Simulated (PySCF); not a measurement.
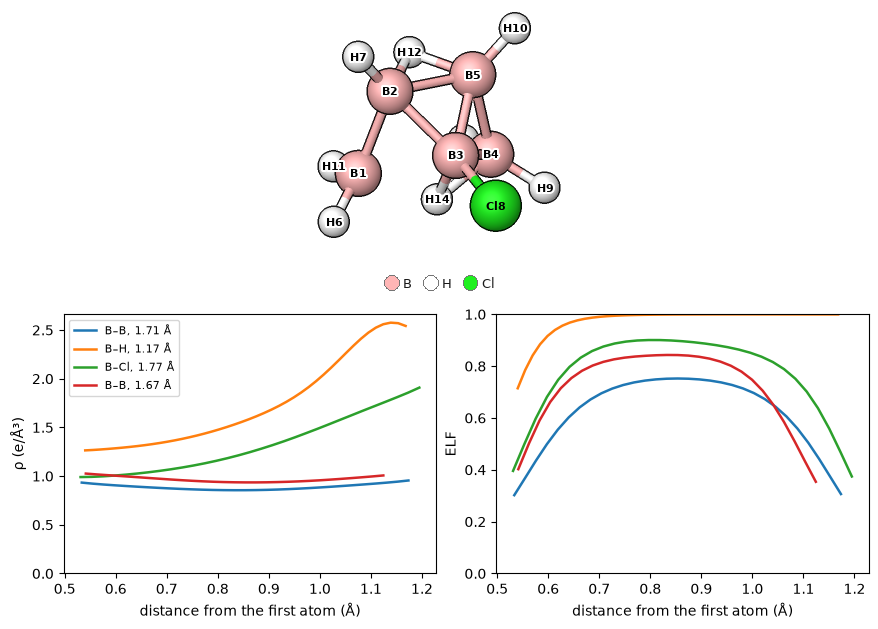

The picture shows: B5ClH8 (nido-B5H9 (Cl for H, site b on B)). Electron density and ELF along straight lines between neighbouring atoms. The curves leave out the atomic cores. The structure is drawn too.

Geometry: GFN2-xTB.

These are results of BP86/pcSseg-1, SCF density, in a chloroform solvent model, non-relativistic (PySCF), not measurements.

```xyz
14

B    -1.0754    1.0339    0.3942
B     0.4241    0.5752    1.1437
B    -0.3239   -0.7329    0.3587
B     0.1780   -0.6018   -1.3697
B     1.2879   -0.4298    0.0679
H    -2.1569    0.9979    0.8556
H     0.7152    0.9014    2.2279
Cl   -1.1973   -2.1294    1.0071
H    -0.0880   -1.5666   -1.9904
H     2.3080   -0.9945    0.1355
H    -0.9066    1.9169   -0.3675
H     1.3946    0.8524    0.2607
H     0.4498    0.3305   -2.0376
H    -1.0095   -0.1531   -0.6863
```

What kind of bonding do the profiles show?

B–B (1.71 Å): ρ at the midpoint is about 0.86 e/Å³; the ELF peaks at about 0.75 between the atoms; localised, covalent bonding.
B–H (1.17 Å): the density is about 1.3 e/Å³ at the midpoint; the ELF climbs to about 1 towards the hydrogen, as it does in any bond to H (an ordinary covalent bond to hydrogen).
B–Cl (1.77 Å): ρ is about 1.3 e/Å³ halfway; the ELF peaks at about 0.90 between the atoms (a shared but strongly polarised pair).
B–B (1.67 Å): ρ at the midpoint is about 0.94 e/Å³; the ELF peaks at about 0.85 between the atoms: a covalent bond.
